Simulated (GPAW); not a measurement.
# BaTiO3: optical spectrum from first principles, part 2 of 2

Wanted: where BaTiO3 starts to absorb, how strongly, and its refractive index.

GPAW 26.7.0; DFT, LDA, plane-wave PAW (GPAW data sets), scalar-relativistic, RPA, optical limit.

So far. Step 2 (Ground state): There is a gap, 1.69 eV on this mesh (points off the mesh can give less), so no carriers' term is needed.

## Step 4: Dielectric function, RPA

Local fields let the induced charge screen the field inside the cell, which as a rule lowers ε, most along directions where the density is uneven.

This step: DFT, LDA, plane-wave PAW (GPAW data sets), scalar-relativistic, RPA, optical limit (GPAW 26.7.0).

df.py

```python
from gpaw.response.df import DielectricFunction

df = DielectricFunction('full.gpw', frequencies={'type': 'nonlinear', 'domega0': 0.03, 'omega2': 8},
                        ecut=80,
                        eta=0.15,
                        nbands=43,
                        txt='df.txt')
for direction in ['x']:
    df.get_dielectric_function(xc='RPA', direction=direction, filename=f'df_{direction}.csv')
```

On the command line:

```console
OMP_NUM_THREADS=1 python df.py
```

Output:

```text
Using integrator: PointIntegrator
NonLinearFrequencyDescriptor(from 0.000 to 79.533 eV, 519 points)
Nonperiodic BCs:  [False False False]
Using integrator: PointIntegrator
NonLinearFrequencyDescriptor(from 0.000 to 79.533 eV, 519 points)
Nonperiodic BCs:  [False False False]

Calculating chi0 body with:
    Ground state adapter containing:
    Number of spins: 1
    Number of kpoints: 512
    Number of irreducible kpoints: 35
    Number of completely occupied states: 20
    Number of partially occupied states: 20

    Linear response parametrization:
    q_c: [0.0, 0.0, 0.0]
    Number of frequency points: 519
    Planewave cutoff: 80.0
    Number of bands: 43
    Number of planewaves: 93
    Broadening (eta): 0.15

Integrating chi0 body.

Symmetries of q_c:
    Direct symmetries (Uq -> q): 48
    Indirect symmetries (TUq -> q): 0
In total 48 allowed symmetries.

35 groups of equivalent kpoints. 93.1640625% reduction.

Integral kind: spectral function

Calculating chi0 optical extensions with:
    Ground state adapter containing:
    Number of spins: 1
    Number of kpoints: 512
    Number of irreducible kpoints: 35
    Number of completely occupied states: 20
    Number of partially occupied states: 20

    Linear response parametrization:
    Number of frequency points: 519
    Planewave cutoff: 80.0
    Number of bands: 43
    Number of planewaves: 93
    Broadening (eta): 0.15
Integrating chi0 head and wings.

Symmetries of q_c:
    Direct symmetries (Uq -> q): 48
    Indirect symmetries (TUq -> q): 0
In total 48 allowed symmetries.

35 groups of equivalent kpoints. 93.1640625% reduction.

Integral kind: spectral function wings
```

Wall time 24 s (1 thread of Arm Neoverse N1, shared host); peak memory 0.48 GiB.

Read-outs, printed or worked out from the files:

| Item | Value |
| --- | --- |
| electronic dielectric constant ε∞, mean over x, y and z (by symmetry where fewer were run) | 6.225 |
| main peak of Im epsilon, first axis | 3.962 eV |
| centre of weight of the strongest loss peak in the window | 13.09 eV |

Some rows of df_x.csv (energy; Re and Im without local fields; Re and Im with them):

```text
0.000000, 6.491351, -0.000000, 6.225152, -0.000000
0.555532, 6.577210, 0.048420, 6.306713, 0.045973
1.143969, 6.901219, 0.129276, 6.613957, 0.122397
1.768324, 7.769015, 0.565153, 7.433264, 0.532950
2.431988, 8.724386, 2.098785, 8.336380, 1.941184
3.138794, 8.412533, 4.666198, 8.142019, 4.303258
3.893091, 5.789597, 7.526018, 6.025116, 7.145900
4.699832, 1.960633, 4.040966, 1.898736, 4.229078
5.564682, 3.113896, 2.548805, 2.853078, 2.682549
6.494155, 4.065405, 3.240912, 3.708828, 3.218295
7.495775, 2.438391, 4.290654, 1.989492, 4.255900
8.578281, 2.196153, 4.572655, 1.899036, 4.302257
9.751884, 0.891078, 4.412212, 0.744347, 3.987981
11.028587, -0.021968, 2.780910, -0.063699, 2.641255
12.422601, 0.020289, 1.430488, -0.257339, 1.414708
13.950874, 1.249830, 0.957605, 0.822804, 0.898556
15.633783, 2.204018, 1.688072, 1.230957, 1.132481
17.496047, 2.004263, 3.037747, 1.165432, 1.513765
19.567954, -1.777102, 2.340912, 1.387446, 1.635511
```

The Im ε, E ∥ x has structure finer than the step of the table below, so its rows give means over 1 eV, whole bins alone (the curve runs from 0 to 19.8 eV). Peaks (eV: height): 4.0: 7.25, 7.3: 4.81, 9.0: 4.85.

Values under the direct gap are tails of Lorentzian lines. The Im ε, E ∥ x by photon energy; means over each step:

```
photon energy (eV)  Im ε, E ∥ x
                 1        0.109
                 2        0.962
                 3         3.73
                 4         6.32
                 5         3.74
                 6         2.98
                 7         4.23
                 8         4.03
                 9         4.30
                10         3.80
                11         2.82
                12         1.90
                13         1.03
                14        0.939
                15         1.18
                16         1.25
                17         1.51
                18         1.63
                19         1.56
```

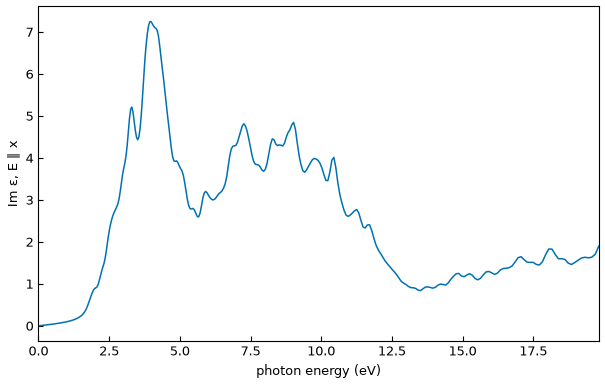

Im ε, E ∥ x, plotted against photon energy.

Table of Re ε, E ∥ x by photon energy:

```
photon energy (eV)  Re ε, E ∥ x
                 0         6.23
                 1         6.51
                 2         7.59
                 3         8.17
                 4         5.00
                 5         2.27
                 6         3.23
                 7         3.40
                 8         2.45
                 9         1.21
                10        0.317
                11      -0.0931
                12       -0.494
                13        0.143
                14        0.865
                15         1.05
                16         1.19
                17         1.28
                18         1.31
                19         1.23
```

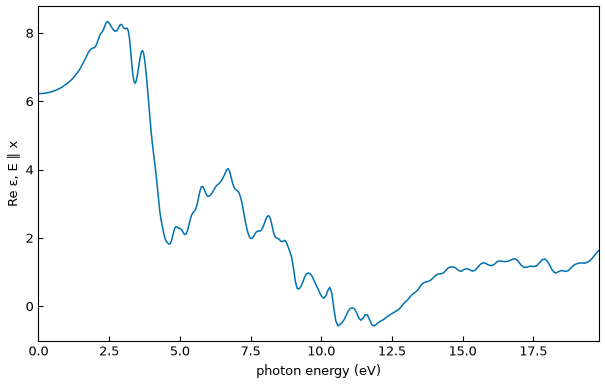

Re ε, E ∥ x, plotted against photon energy.

The reflectivity at normal incidence, E ∥ x has structure finer than the step of the table below, so its rows give means over 2 eV, whole bins alone (the curve runs from 0 to 19.8 eV). Peaks (eV: height): 3.9: 30.3, 7.3: 23.3, 9.1: 26.9, 10.6: 29.9, 11.9: 27.9, 18.2: 10.5.

Reflectivity at normal incidence, E ∥ x against photon energy; means over each step:

```
photon energy (eV)  reflectivity at normal incidence, E ∥ x (%)
                 2                                         22.3
                 4                                         26.4
                 6                                         17.2
                 8                                         21.7
                10                                         25.2
                12                                         23.4
                14                                         6.35
                16                                         6.29
                18                                         8.57
```

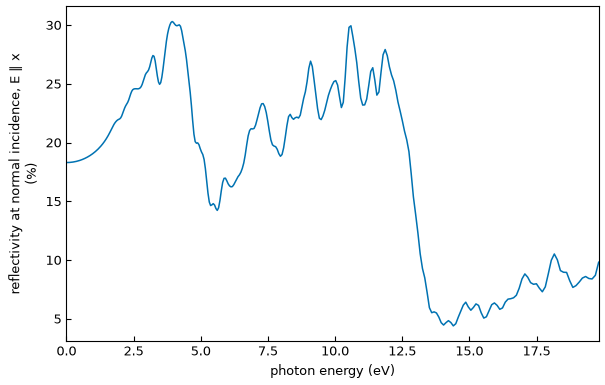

Reflectivity at normal incidence, E ∥ x against photon energy.

Table of refractive index n and extinction k by photon energy:

```
photon energy (eV)      n      k
                 0   2.50      0
                 2   2.76  0.162
                 4   2.62   1.38
                 6   1.96  0.796
                 8   1.86  0.999
                10   1.44   1.32
                12  0.839   1.09
                14   1.03  0.442
                16   1.21  0.525
                18   1.32  0.669
```

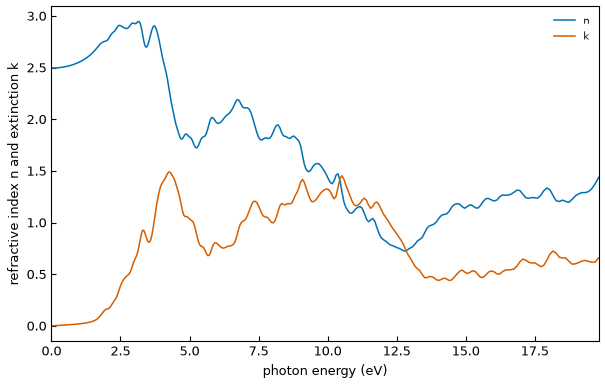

Refractive index n and extinction k, plotted against photon energy.

The loss function −Im 1/ε at q → 0, E ∥ x has structure finer than the step of the table below, so its rows give means over 1 eV, whole bins alone (the curve runs from 0 to 19.8 eV). Peaks (eV: height): 13.1: 1.01.

Values under the direct gap are tails of Lorentzian lines. The loss function −Im 1/ε at q → 0, E ∥ x by energy loss; means over each step:

```
energy loss (eV)  loss function −Im 1/ε at q → 0, E ∥ x
               1                                0.00248
               2                                 0.0151
               3                                 0.0494
               4                                 0.0982
               5                                  0.195
               6                                  0.149
               7                                  0.146
               8                                  0.189
               9                                  0.215
              10                                  0.258
              11                                  0.355
              12                                  0.522
              13                                  0.907
              14                                  0.595
              15                                  0.458
              16                                  0.401
              17                                  0.390
              18                                  0.403
              19                                  0.408
```

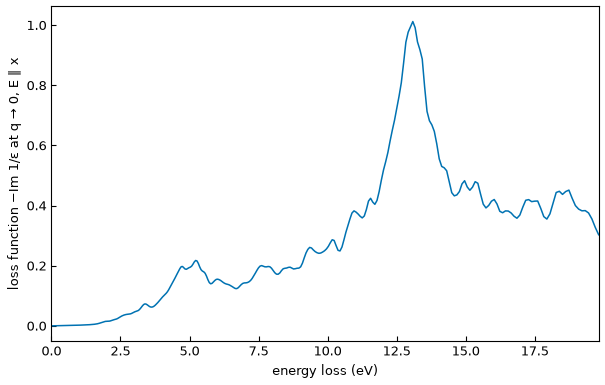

Loss function −Im 1/ε at q → 0, E ∥ x, plotted against energy loss.

Optical constants at common wavelengths, from n + ik = √ε:

```
wavelength (nm)     n      k  R (%)     1/α
           1550  2.53  0.014   18.8  8.7 µm
           1064  2.58  0.025   19.4  3.4 µm
            532  2.87  0.265   23.7  159 nm
            405  2.93  0.666   26.2   48 nm
            365  2.71  0.889   25.5   33 nm
            308  2.59  1.389   30.1   18 nm
            248  1.83  1.035   19.4   19 nm
```

Below the direct gap, k and the depth come from the tails of the Lorentzian lines, not from transitions.

Rows near the edge hang on the gap, which this functional as a rule makes too small, and phonon-assisted absorption is left out.

## Step 5: Results

```yaml
electronic_dielectric_constant_eps_infinity_mean_over_x_y_and_z_by_symmetry_where_fewer_were_run_rpa: 6.23
main_peak_of_im_epsilon_first_axis: 3.96 eV
centre_of_weight_of_the_strongest_loss_peak_in_the_window_first_axis: 13.1 eV
```

In words: At this level (LDA, RPA) BaTiO3 has ε∞ = 6.23 and n = 2.53 at 1550 nm, and Im ε peaks at 4.0 eV. On the mesh the gap is 1.69 eV and the least direct gap 1.83 eV, so on this mesh the band edges lie at different points. Local fields change the static value along x from 6.49 to 6.23 (-4 %). Distinct maxima of Im ε, read by a parabola through the highest points, lie at 3.29 eV (5.2), 3.96 eV (7.3), 7.26 eV (4.8) and 9.01 eV (4.9). Excitons and phonon-assisted transitions are missing; LDA gaps are as a rule too small, which pulls the onset down and ε∞ up. Spin-orbit coupling is left out although heavy atoms are present. The sum runs over mesh points, so small or evenly spaced maxima can still be ripples of the mesh. The curves end at 20 eV, about where the summed bands run out. In this version of GPAW the matrix elements of the optical limit are incomplete, which can lower ε − 1 by up to a tenth where first-row anions or d states rule, and shift it by more in d metals.

[Machine, clock and banner lines and Python warnings are left out of the logs.]

[Logs are printed without paths, hosts, clocks, repeated set-up lines and the standing remarks that a program may print on its own settings, such as how far it seeks lower states.]

[Hosts, paths, dates, database ids (printed as entryN), source tags and the programs' standing remarks are cut or masked in the printed files.]
